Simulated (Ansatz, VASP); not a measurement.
# GaP: VASP beside Ansatz, part 2 of 2

Aim: how closely do two programs agree when they are given the same cell, functional and k mesh? The cell is taken from a series of VASP runs on this material, whose earlier steps may have relaxed, scaled or displaced it; both programs get it as it stands. Valence electrons are named where the data sets of a main pair hold unlike numbers.

VASP 6.6.1 and Ansatz 0.2.0.

So far. Step 2 (VASP: band structure, LDA, spin-orbit coupling): The run ends at a pressure of -2.90 GPa.

## Step 4: Differences

Known differences besides the potentials themselves: spin-orbit coupling enters by fully relativistic files in Ansatz and inside the spheres in VASP; the two LDA forms differ slightly; the cutoff is 420 eV in Ansatz and 350 eV in VASP; VASP's log shows a relativistic correction to its local exchange, Ansatz's none. Total energies have different zeros and are not compared.

The two programs side by side:

| quantity | Ansatz | VASP | difference |
| --- | --- | --- | --- |
| pressure (GPa) | -2.76 | -2.90 | +0.13 |
| gap over the path points (eV) | 1.415 | 1.417 | -0.002 |

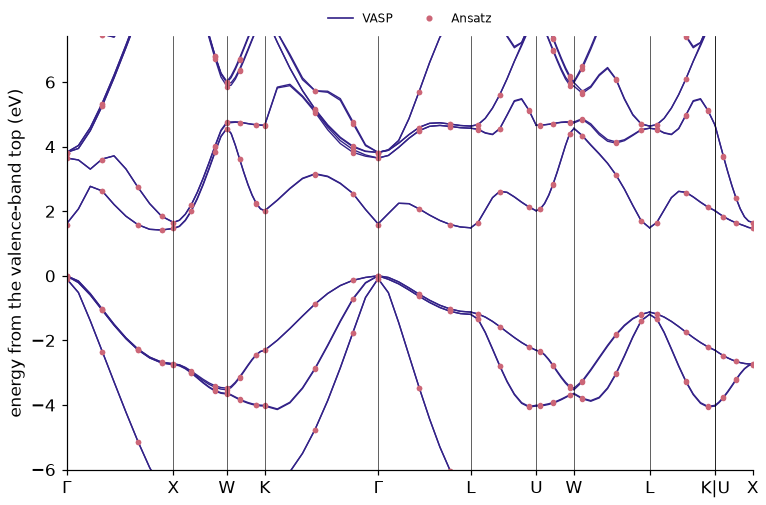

Bands from VASP (lines) and levels from Ansatz (dots). Dots without a line are higher empty bands that the VASP plot leaves out.

Levels at points of the path, from each program's valence-band top (eV; 6 filled, then empty):

| k (reciprocal lattice) | Ansatz | VASP |
| --- | --- | --- |
| 0.000 0.000 0.000 | -0.09 -0.09 0.00 0.00 0.00 0.00 1.58 1.58 3.64 3.64 3.81 3.81 | -0.09 -0.09 0.00 0.00 0.00 0.00 1.61 1.61 3.65 3.65 3.82 3.82 |
| 0.167 0.000 0.167 | -2.35 -2.35 -1.06 -1.06 -1.03 -1.03 2.62 2.62 3.60 3.60 5.25 5.25 | -2.34 -2.34 -1.06 -1.06 -1.03 -1.03 2.63 2.63 3.62 3.62 5.26 5.26 |
| 0.333 0.000 0.333 | -5.13 -5.13 -2.29 -2.29 -2.27 -2.27 1.58 1.58 2.74 2.74 8.01 8.01 | -5.12 -5.12 -2.29 -2.29 -2.27 -2.27 1.58 1.58 2.75 2.75 8.03 8.03 |
| 0.444 0.000 0.444 | -6.60 -6.60 -2.70 -2.70 -2.67 -2.67 1.42 1.42 1.84 1.84 9.88 9.88 | -6.59 -6.59 -2.70 -2.70 -2.67 -2.67 1.42 1.42 1.84 1.84 9.91 9.91 |
| 0.500 0.000 0.500 | -6.88 -6.88 -2.75 -2.75 -2.73 -2.73 1.47 1.47 1.65 1.65 10.35 10.35 | -6.87 -6.87 -2.75 -2.75 -2.73 -2.73 1.47 1.47 1.65 1.65 10.37 10.37 |
| 0.500 0.083 0.583 | -6.83 -6.83 -3.01 -3.00 -2.97 -2.95 2.00 2.02 2.19 2.20 9.20 9.23 | -6.83 -6.82 -3.01 -3.00 -2.97 -2.95 2.00 2.02 2.20 2.20 9.23 9.26 |
| 0.500 0.194 0.694 | -6.71 -6.70 -3.57 -3.55 -3.45 -3.40 3.82 3.84 4.00 4.01 6.71 6.78 | -6.70 -6.68 -3.57 -3.55 -3.45 -3.40 3.82 3.85 4.01 4.03 6.72 6.79 |
| 0.500 0.250 0.750 | -6.68 -6.67 -3.66 -3.64 -3.53 -3.48 4.56 4.56 4.72 4.75 5.86 5.97 | -6.67 -6.66 -3.66 -3.64 -3.53 -3.48 4.56 4.57 4.73 4.76 5.87 5.98 |
| 0.458 0.292 0.750 | -6.67 -6.66 -3.84 -3.81 -3.16 -3.13 3.61 3.62 4.74 4.75 6.34 6.39 | -6.66 -6.65 -3.84 -3.82 -3.16 -3.13 3.62 3.63 4.75 4.76 6.35 6.40 |
| 0.403 0.347 0.750 | -6.67 -6.66 -4.01 -3.99 -2.45 -2.44 2.23 2.24 4.66 4.67 7.60 7.62 | -6.66 -6.65 -4.01 -3.99 -2.45 -2.44 2.23 2.25 4.67 4.68 7.62 7.64 |

Among the levels compared at these points, filled levels agree within 11 meV and empty ones within 32 meV. Ansatz's pressure holds a Pulay correction of 0.04 GPa; VASP's holds none.

## Step 5: Further runs

Further runs change the set-up of one program: Ansatz's method, potentials or start, or VASP's data sets, cutoff or form of LDA. The table gives Ansatz less VASP for each quantity, since a change that brings one quantity closer may part another.

| run | pressure (GPa) | gap over the path points (eV) |
| --- | --- | --- |
| as above | 0.13 | -0.0015 |
| Ansatz's all-electron LAPW method | 0.15 | -8.0e-4 |

## Step 6: Ansatz: band structure, r2SCAN, spin-orbit coupling

The same path points are solved in both programs, so levels can be compared one by one.

The cell is taken from a series of VASP runs on this material, whose earlier steps may have relaxed, scaled or displaced it; both programs get it as it stands.

input.yaml reads:

```yaml
crystal:
  lattice:
    - [0.0, 2.72525, 2.72525]
    - [2.72525, 0.0, 2.72525]
    - [2.72525, 2.72525, 0.0]
  atoms:
    - { symbol: Ga, position: [0.0, 0.0, 0.0] }
    - { symbol: P, position: [0.75, 0.75, 0.75] }
hamiltonian:
  xc: r2scan
  pseudopotentials: { kind: paw_fr }
magnetization:
  noncollinear: true
  spin_orbit: true
kpoints:
  mp_grid: { grid: [8, 8, 8] }
  band_path:
    path:
      - [0.0, 0.0, 0.0]
      - [0.16667, 0.0, 0.16667]
      - [0.33333, 0.0, 0.33333]
      - [0.44444, 0.0, 0.44444]
      - [0.5, 0.0, 0.5]
      - [0.5, 0.08333, 0.58333]
      - [0.5, 0.19444, 0.69444]
      - [0.5, 0.25, 0.75]
      - [0.45833, 0.29167, 0.75]
      - [0.40278, 0.34722, 0.75]
      - [0.375, 0.375, 0.75]
      - [0.20833, 0.20833, 0.41667]
      - [0.08333, 0.08333, 0.16667]
      - [0.0, 0.0, 0.0]
      - [0.22222, 0.22222, 0.22222]
      - [0.38889, 0.38889, 0.38889]
      - [0.51389, 0.47222, 0.51389]
      - [0.55556, 0.38889, 0.55556]
      - [0.61111, 0.27778, 0.61111]
      - [0.61111, 0.25, 0.63889]
      - [0.56944, 0.25, 0.68056]
      - [0.51389, 0.25, 0.73611]
      - [0.5, 0.27778, 0.72222]
      - [0.5, 0.38889, 0.61111]
      - [0.5, 0.47222, 0.52778]
      - [0.48611, 0.48611, 0.52778]
      - [0.43056, 0.43056, 0.63889]
      - [0.38889, 0.38889, 0.72222]
      - [0.59722, 0.19444, 0.59722]
      - [0.55556, 0.11111, 0.55556]
      - [0.5, 0.0, 0.5]
    npoints: 1
scf:
  occupations: { method: gaussian, width: 0.03 }
  n_extra_bands: 14
output:
  forces: true
  stress: true
  eigenvalues: true
```

On the command line:

```console
$ ansatz run input.yaml --threads 2 --pin off --max-ram 4608MiB --backend cpu --events-out ev --progress --plain --runs-dir out
```

Numbers of over 12 decimals in the logs are rounded to 6 here.

The program printed:

```text
[...]
Crystal: 2 atoms, lattice volume = 40.481 Å³
Basis set: ecut = 500 eV, 965 PW (Γ), exchange–correlation on 120×120×120 points (64 copies of the dense FFT grid, shifted against one another)
Bands: 32, of which v1, the nominal top of the filled ones, is band 18 counted from 1 (17 counted from 0)
[...]
k-point 1: bands = [... 14 lower, 6.6317, 6.6317, 6.6871, 6.6908, 9.7926, 9.7926, 11.3783, 11.3783, ... 10 higher]
  k-point 2: bands = [... 14 lower, 6.1757, 6.1757, 6.2362, 6.2407, 9.4446, 9.4446, 11.9219, 11.9219, ... 10 higher]
  k-point 28: bands = [... 14 lower, 3.1772, 3.1945, 3.3328, 3.3814, 11.9307, 11.9340, 12.1822, 12.2088, ... 10 higher]
[key lines of the parts left out:]
SCF converged after 7 iterations
Magnetization: |M| = 0.0000 μB,  M = (+0.0000, +0.0000, +0.0000) μB
Free energy (F): -4547.768588 eV
Fermi energy:    7.859941 eV
P = ⅓ Tr σ = 0.0302 GPa (0.302 kbar)
```

The job ended after 11 s (2 threads of Intel Xeon Platinum 8488C (Sapphire Rapids), shared host; peak memory 0.62 GiB).

For the gap on path, step 4 gave 1.42 eV; this run, with r2SCAN, spin-orbit coupling and cutoff 500 eV, gives 1.82 eV. In the generalised Kohn-Sham scheme the meta-GGA's τ-dependent potential widens gaps.

## Step 7: VASP: band structure, r2SCAN, spin-orbit coupling

The same cell, functional, mesh and smearing now go to VASP, with its own data sets.

INCAR reads:

```
SYSTEM = GaP
PREC = Accurate
ENCUT = 350
EDIFF = 1E-06
NELM = 100
ISMEAR = 0
SIGMA = 0.03
LREAL = .FALSE.
ALGO = Normal
METAGGA = R2SCAN
LASPH = .TRUE.
LNONCOLLINEAR = .TRUE.
MAGMOM = 0 0 0 0 0 0
NBANDS = 30
GGA_COMPAT = .FALSE.
LSORBIT = .TRUE.
LORBIT = 11
LWAVE = .FALSE.
LCHARG = .FALSE.
KPAR = 4
```

POSCAR reads:

```
GaP
1.0
    0.0000000000      2.7252500000      2.7252500000
    2.7252500000      0.0000000000      2.7252500000
    2.7252500000      2.7252500000      0.0000000000
Ga P
1 1
Direct
    0.0000000000      0.0000000000      0.0000000000
    0.7500000000      0.7500000000      0.7500000000
```

KPOINTS reads:

```
Automatic mesh
0
Gamma
8 8 8
0 0 0
```

KPOINTS_OPT reads:

```
Line mode
10
Line-mode
Reciprocal
  0.00000000   0.00000000   0.00000000 GAMMA
  0.50000000   0.00000000   0.50000000 X

  0.50000000   0.00000000   0.50000000 X
  0.50000000   0.25000000   0.75000000 W

  0.50000000   0.25000000   0.75000000 W
  0.37500000   0.37500000   0.75000000 K

  0.37500000   0.37500000   0.75000000 K
  0.00000000   0.00000000   0.00000000 GAMMA

  0.00000000   0.00000000   0.00000000 GAMMA
  0.50000000   0.50000000   0.50000000 L

  0.50000000   0.50000000   0.50000000 L
  0.62500000   0.25000000   0.62500000 U

  0.62500000   0.25000000   0.62500000 U
  0.50000000   0.25000000   0.75000000 W

  0.50000000   0.25000000   0.75000000 W
  0.50000000   0.50000000   0.50000000 L

  0.50000000   0.50000000   0.50000000 L
  0.37500000   0.37500000   0.75000000 K

  0.62500000   0.25000000   0.62500000 U
  0.50000000   0.00000000   0.50000000 X
```

Potentials, in the order of the species: Ga_d and P (PBE family, release 64).

On the command line:

```console
$ mpirun -np 4 vasp_ncl
```

The program printed:

```text
[banner, memory and clock lines left out]
running    4 mpi-ranks, on    1 nodes
[...]
|                                                                             |
|               ----> ADVICE to this user running VASP <----                  |
|                                                                             |
|     You enforced a specific xc type in the INCAR file but a different       |
|     [... a line on the potential file left out ...]
|     I HOPE YOU KNOW WHAT YOU ARE DOING!                                     |
|                                                                             |

 LDA part: xc-table for (None), standard interpolation
 POSCAR, INCAR and KPOINTS ok, starting setup
[...]
entering main loop
       N       E                     dE             d eps       ncg     rms          rms(c)
DAV:   1     0.983936502074E+02    0.98394E+02   -0.69461E+03  2808   0.145E+03
DAV:   2    -0.931327921980E+01   -0.10771E+03   -0.10194E+03  2718   0.374E+02
[...]
DAV:  13    -0.214667935545E+02   -0.94997E-06   -0.14086E-06  2968   0.189E-02
   1 F= -.21466794E+02 E0= -.21466794E+02  d E =-.267825E-15  mag=     0.0000     0.0000    -0.0000
 Start KPOINTS_OPT (optional k-point list driver)
k-point batch [1-43\100]
       N       E                     dE             ncg
DAV:   1     0.636795801471E+03   -0.15309E+05     2872
DAV:   2    -0.409486778941E+04   -0.47317E+04     2698
DAV:   3    -0.470940440538E+04   -0.61454E+03     3156
DAV:   4    -0.472809163815E+04   -0.18687E+02     3052
DAV:   5    -0.472849897864E+04   -0.40734E+00     3142
DAV:   6    -0.472852065178E+04   -0.21673E-01     3842
DAV:   7    -0.472852085704E+04   -0.20526E-03     3250
DAV:   8    -0.472852085942E+04   -0.23778E-05     2550
DAV:   9    -0.472852085975E+04   -0.32594E-06     2050
[...]
k-point batch [87-100\100]
       N       E                     dE             ncg
DAV:   1     0.146685959226E+05   -0.72723E+04      930
DAV:   2     0.131958061067E+05   -0.14728E+04      922
DAV:   3     0.130197506946E+05   -0.17606E+03     1034
DAV:   4     0.130149719020E+05   -0.47788E+01      992
DAV:   5     0.130148659727E+05   -0.10593E+00     1044
DAV:   6     0.130148604086E+05   -0.55641E-02     1218
DAV:   7     0.130148603657E+05   -0.42910E-04     1094
DAV:   8     0.130148603653E+05   -0.40933E-06      830
```

From OUTCAR (step 7):

```text
  Total       -0.0109949     -0.0109949     -0.0109949      0.0000000      0.0000000     -0.0000000
  in kB       -0.4351650     -0.4351650     -0.4351650      0.0000000      0.0000000     -0.0000000
  external PRESSURE =      -0.4351650 kB  Pullay stress =       0.0000000 kB

 POSITION                                       TOTAL-FORCE (eV/Angst)
 -----------------------------------------------------------------------------------
      0.00000      0.00000      0.00000         0.000000      0.000000      0.000000
      4.08788      4.08788      4.08788        -0.000000     -0.000000     -0.000000
 -----------------------------------------------------------------------------------
    total drift:                                0.000007      0.000007      0.000007

  FREE ENERGIE OF THE ION-ELECTRON SYSTEM (eV)
  ---------------------------------------------------
  free  energy   TOTEN  =       -21.4667935545 eV

  energy  without entropy=      -21.4667935545  energy(sigma->0) =      -21.46679355

 magnetization (x)
# of ion       s       p       d       tot
------------------------------------------
    1        0.000   0.000   0.000   0.000
    2       -0.000  -0.000   0.000  -0.000
--------------------------------------------------
tot         -0.000  -0.000   0.000  -0.000

 magnetization (y)
# of ion       s       p       d       tot
------------------------------------------
    1        0.000   0.000   0.000   0.000
    2       -0.000  -0.000   0.000  -0.000
--------------------------------------------------
tot         -0.000   0.000   0.000  -0.000

 magnetization (z)
# of ion       s       p       d       tot
------------------------------------------
    1        0.000   0.000  -0.000   0.000
    2       -0.000   0.000   0.000   0.000
--------------------------------------------------
tot         -0.000   0.000  -0.000   0.000

[... 2 parts as in an earlier step ...]

[... 1 further part left out ...]
[key lines of the parts left out:]
E-fermi :   4.6414
```

The run ends at a pressure of -0.04 GPa.

## Step 8: Differences

What differs besides the data sets and the points named for the pairs above, as far as they apply: VASP keeps PBE cores, Ansatz makes them for the functional; the cutoff is 500 eV in Ansatz and 350 eV in VASP. Total energies have different zeros and are not compared.

The two programs side by side:

| quantity | Ansatz | VASP | difference |
| --- | --- | --- | --- |
| pressure (GPa) | 0.03 | -0.04 | +0.07 |
| gap over the path points (eV) | 1.824 | 1.831 | -0.007 |

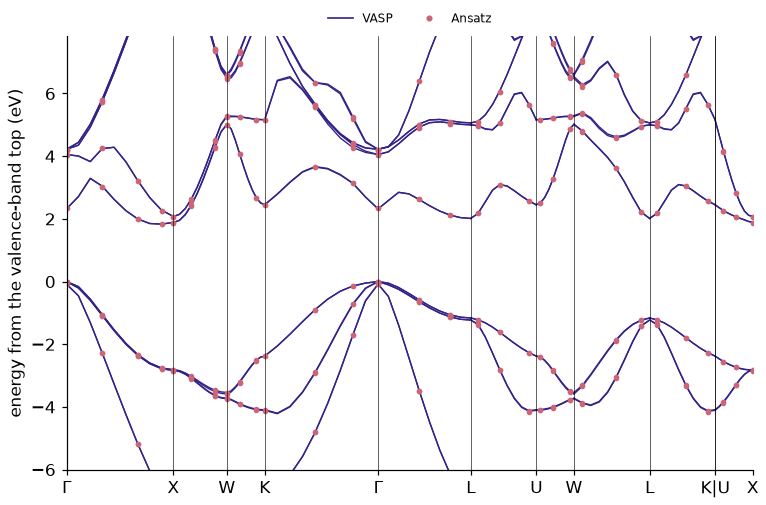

Bands from VASP (lines) and levels from Ansatz (dots). Dots without a line are higher empty bands that the VASP plot leaves out.

Levels at points of the path, from each program's valence-band top (eV; 6 filled, then empty):

| k (reciprocal lattice) | Ansatz | VASP |
| --- | --- | --- |
| 0.000 0.000 0.000 | -0.08 -0.08 0.00 0.00 0.00 0.00 2.34 2.34 4.04 4.04 4.20 4.20 | -0.08 -0.08 0.00 0.00 0.00 0.00 2.32 2.32 4.05 4.05 4.22 4.22 |
| 0.167 0.000 0.167 | -2.27 -2.27 -1.08 -1.08 -1.05 -1.05 3.03 3.03 4.25 4.25 5.71 5.71 | -2.28 -2.28 -1.08 -1.08 -1.05 -1.05 3.04 3.04 4.24 4.24 5.73 5.73 |
| 0.333 0.000 0.333 | -5.18 -5.18 -2.36 -2.36 -2.34 -2.34 1.99 1.99 3.21 3.21 8.67 8.67 | -5.18 -5.18 -2.36 -2.36 -2.33 -2.33 2.00 2.00 3.22 3.22 8.69 8.69 |
| 0.444 0.000 0.444 | -6.71 -6.71 -2.79 -2.79 -2.77 -2.77 1.82 1.82 2.27 2.27 10.70 10.70 | -6.71 -6.71 -2.78 -2.78 -2.76 -2.76 1.83 1.83 2.28 2.28 10.74 10.74 |
| 0.500 0.000 0.500 | -6.98 -6.98 -2.84 -2.84 -2.82 -2.82 1.88 1.88 2.06 2.06 11.24 11.24 | -6.98 -6.98 -2.84 -2.84 -2.81 -2.81 1.89 1.89 2.08 2.08 11.27 11.27 |
| 0.500 0.083 0.583 | -6.94 -6.93 -3.10 -3.08 -3.05 -3.03 2.42 2.44 2.61 2.62 10.00 10.02 | -6.94 -6.93 -3.09 -3.08 -3.05 -3.02 2.42 2.44 2.62 2.63 10.03 10.05 |
| 0.500 0.194 0.694 | -6.80 -6.79 -3.65 -3.64 -3.52 -3.47 4.27 4.29 4.49 4.50 7.34 7.38 | -6.80 -6.79 -3.65 -3.63 -3.51 -3.47 4.28 4.30 4.50 4.51 7.36 7.41 |
| 0.500 0.250 0.750 | -6.77 -6.76 -3.75 -3.73 -3.59 -3.54 5.00 5.01 5.26 5.28 6.47 6.51 | -6.77 -6.76 -3.74 -3.72 -3.59 -3.54 5.01 5.02 5.27 5.29 6.48 6.54 |
| 0.458 0.292 0.750 | -6.76 -6.75 -3.92 -3.90 -3.23 -3.20 4.07 4.08 5.24 5.25 6.94 6.98 | -6.76 -6.75 -3.91 -3.89 -3.22 -3.20 4.08 4.09 5.25 5.26 6.95 7.00 |
| 0.403 0.347 0.750 | -6.77 -6.76 -4.10 -4.07 -2.52 -2.51 2.66 2.67 5.17 5.17 8.24 8.26 | -6.77 -6.76 -4.09 -4.07 -2.52 -2.51 2.67 2.68 5.18 5.18 8.26 8.28 |

Among the levels compared at these points, filled levels agree within 8 meV and empty ones within 38 meV. Ansatz's pressure holds a Pulay correction of 0.04 GPa; VASP's holds none.

## Step 9: Outcome

```
largest difference of a filled level at the path points (band structure, LDA, spin-orbit coupling)    : 11 meV
largest difference of a filled level at the path points (band structure, r2SCAN, spin-orbit coupling) : 7.9 meV
```

The largest difference of a filled level at the path points is 11 meV (band structure, LDA, spin-orbit coupling), within the 80 meV picked in this series as the mark of a large difference. Band structure, LDA, spin-orbit coupling, Ansatz's all-electron LAPW method: the difference in gap over the path points goes from -0.0015 to -8.0e-4 eV. 4 further runs of this series are not shown here. Such differences can come from data sets, numerical settings and the points named under the comparisons, not from the functional's error against experiment.

[Lines on the potential files, build, host, timing and source positions are cut from VASP's logs without a mark.]

[Logs are printed without paths, hosts, clocks, repeated set-up lines and the standing remarks that a program may print on its own settings, such as how far it seeks lower states.]

[Hosts, paths, dates, database ids (printed as entryN), source tags and the programs' standing remarks are cut or masked in the printed files.]
